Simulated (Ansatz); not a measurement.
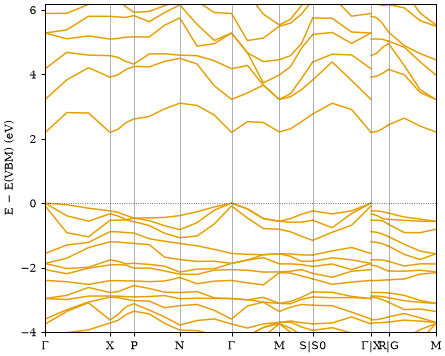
Figure: Band structure from HSE06 in the plane-wave PAW code Ansatz

Question: Read off the gap and where the band edges lie.

Answer: About 2.2 eV (2.19 eV among the points solved); maximum at Γ, minimum at X.

The material is AlCuGeSe$_{4}$ in space group I-4 (No. 82; Al on 2c, Cu on 2a, Ge on 2b, Se on 8g).

The workflow started from a Materials Project entry (that database holds measured and hypothetical structures alike); the Crystallography Open Database copy checked does not list it. Whether it is the stable phase at ambient conditions was not checked. The cell was relaxed with HSE06 under the symmetry of its start; its stability against distortions is not shown here. No spin polarisation was allowed. The hybrid was solved on a coarse mesh, the path and, where they were found, the r²SCAN edge points; its band edges are the extreme levels among these. Scalar-relativistic: spin–orbit coupling is off unless named, which matters more the heavier the elements.

Potentials: the later of the program's two PAW sets.
